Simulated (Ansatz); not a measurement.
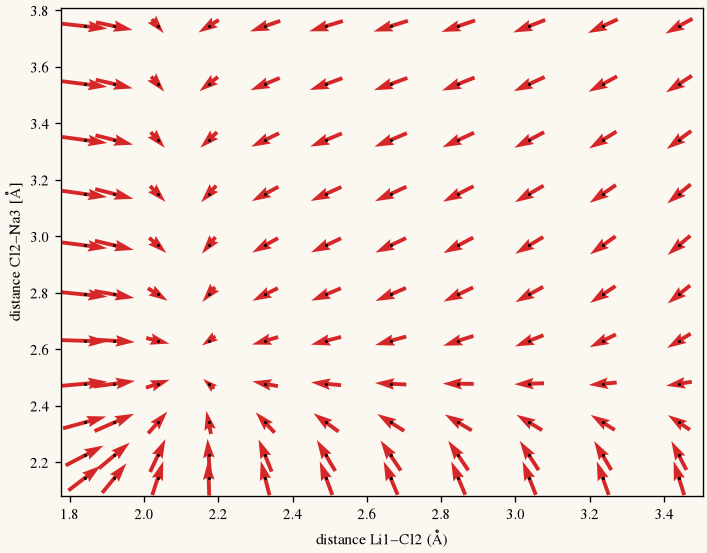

The system Li⁺ + ClNa. First axis: distance Li1–Cl2. Second axis: distance Cl2–Na3. Nothing is relaxed (the angle Li1–Cl2–Na3 is fixed at 90 degrees). Grid: 11 × 11 points. These are results of Ansatz, RKS wB97X-V/def2-TZVPD, not measurements.

Drawn: dots at the grid points, arrows along the force (downhill), their lengths compressed.

> The arrows alone are given. Where is the energy lowest?

The arrows converge at about distance Li1–Cl2 = 2.129 Å, distance Cl2–Na3 = 2.547 Å (read from the interpolated surface).

The energy map of the same scan:

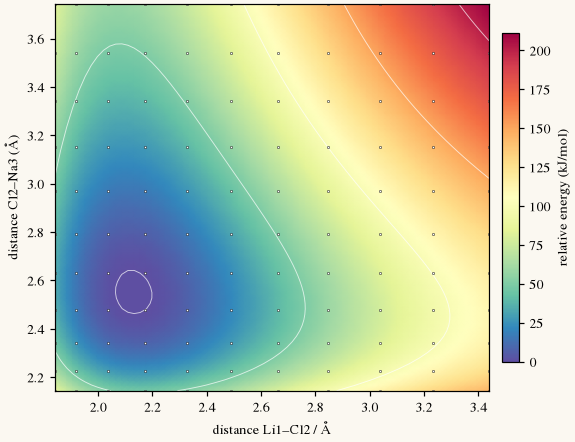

Energies are in kJ/mol, from the lowest grid point; between grid points the surface is interpolated.
